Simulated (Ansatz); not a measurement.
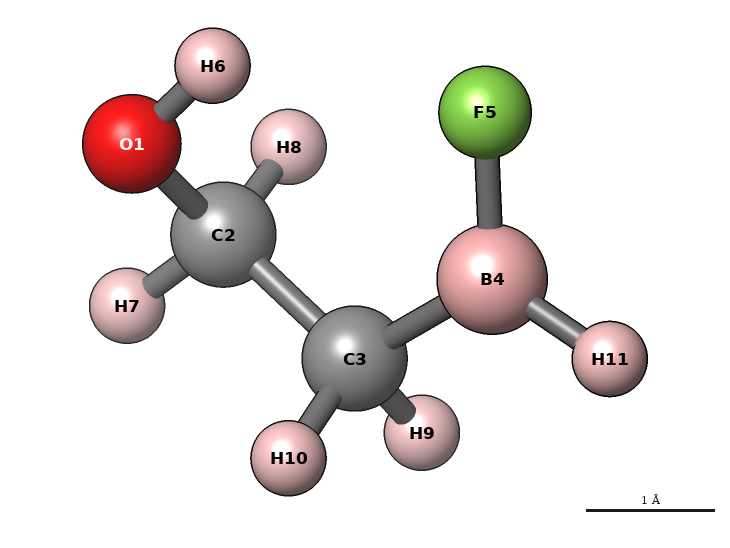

The geometry was computed by an optimisation with PBE-D4/def2-SVP. No frequency run is at hand to confirm it as a minimum.

Find the hydrogen bonds (donors O, N, F, S or Cl) and give their geometry.

```tsv
D–H···A	D–H (Å)	H···A (Å)	angle (°)	kind
O1–H6···F5	0.97	2.22	128	intramolecular
```
